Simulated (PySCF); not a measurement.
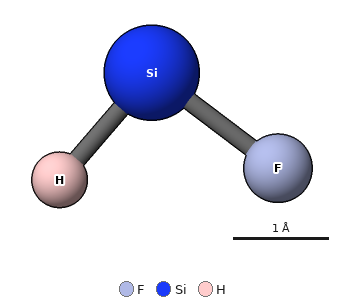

Fig. 1: The structure as given in the input (ball-and-stick view, seen on its broad side).

# SiHF: geometry relaxation

- system: SiHF, SMILES F[SiH]
- method: PBE0-D3(BJ)/def2-TZVP geometry optimisation, gas phase (PySCF 2.14.0)

What the program printed
```
step   0  E = -389.76137883  max force = 0.033183
step   1  E = -389.76379105  max force = 0.010925
step   2  E = -389.76407197  max force = 0.001896
step   3  E = -389.76408063  max force = 0.000143
optimisation converged
```

Trajectory as extended XYZ (Å, eV, eV/Å), 4 frames, from step=0 to step=3
```
3
Properties=species:S:1:pos:R:3:forces:R:3 step=0 energy=-10605.94734
F     1.2047   -0.3493    0.0025   -1.0807   1.0215  -0.0166
Si   -0.0962    0.7045   -0.0151    1.7063  -0.5248   0.0133
H    -1.1025   -0.3901   -0.0066   -0.6256  -0.4967   0.0033
3
Properties=species:S:1:pos:R:3:forces:R:3 step=1 energy=-10606.01297
F     1.2133   -0.3275    0.0021   -0.5051   0.4044  -0.0072
Si   -0.0651    0.6920   -0.0148    0.5618  -0.3391   0.0065
H    -1.1422   -0.3994   -0.0065   -0.0567  -0.0653   0.0008
3
Properties=species:S:1:pos:R:3:forces:R:3 step=2 energy=-10606.02062
F     1.2021   -0.3170    0.0016    0.0859  -0.0431   0.0003
Si   -0.0543    0.6885   -0.0146   -0.0975   0.0118  -0.0002
H    -1.1418   -0.4064   -0.0062    0.0115   0.0312   0.0000
3
Properties=species:S:1:pos:R:3:forces:R:3 step=3 energy=-10606.02086
F     1.2064   -0.3150    0.0015   -0.0074   0.0048  -0.0007
Si   -0.0571    0.6866   -0.0146    0.0002   0.0006   0.0003
H    -1.1433   -0.4065   -0.0060    0.0072  -0.0054   0.0004
```

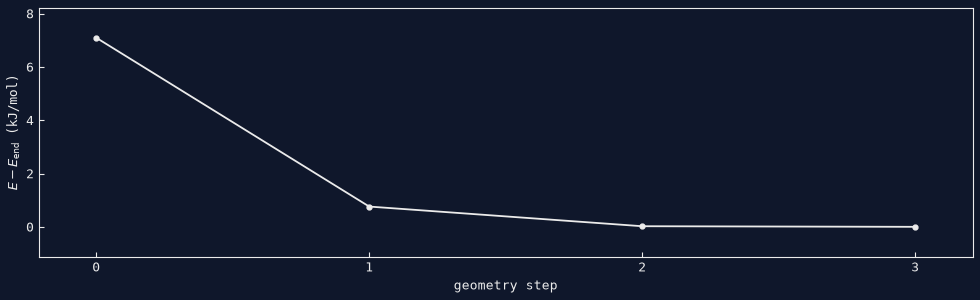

Fig. 2: Progress of the relaxation, step by step (steps are counted from 0).

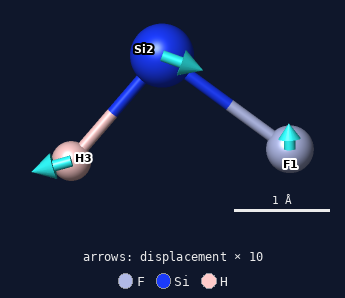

Fig. 3: The starting structure with the displacements as teal arrows, magnified 10 times (ball-and-stick view, seen at a tilt). The two geometries are laid on each other by the best rigid fit. The largest move after the best rigid fit is that of Si2, 0.046 Å. By element the largest moves are Si 0.046 Å, H 0.044 Å, F 0.028 Å. Distances before and after: F1–Si2 1.674 → 1.612 Å, Si2–H3 1.487 → 1.541 Å. Among the angles that change: F1–Si2–H3 93.6° → 96.4°. The energy falls by 7.09 kJ/mol in 3 geometry steps. Largest force component: 1.7 eV/Å at the start, 0.0074 eV/Å at the end. (Atoms are counted from 1 in the order of the input.)

This output came from the following input.

Input file
```
{"job": {"xc": "PBE0", "basis": "def2-TZVP", "d3": "d3bj", "grid": 2, "shake": 0.01, "kind": "geom"}, "charge": 0, "multiplicity": 1}
F      1.204690    -0.349260     0.002480
Si    -0.096190     0.704470    -0.015090
H     -1.102490    -0.390150    -0.006570
```

The first line tells a small driver script what to run in PySCF; the rest is the geometry in Å.

Command:
```bash
OMP_NUM_THREADS=1 python <driver script> task.json out
```

Summary

| quantity | value |
| --- | --- |
| outcome | converged |
| total energy | −389.764081 hartree |
| dipole moment | 0.96 D |
| point group | Cs |
| hardware | 1 CPU thread, shared host |
| wall time | 3.1 s |
| peak memory | 0.31 GiB |
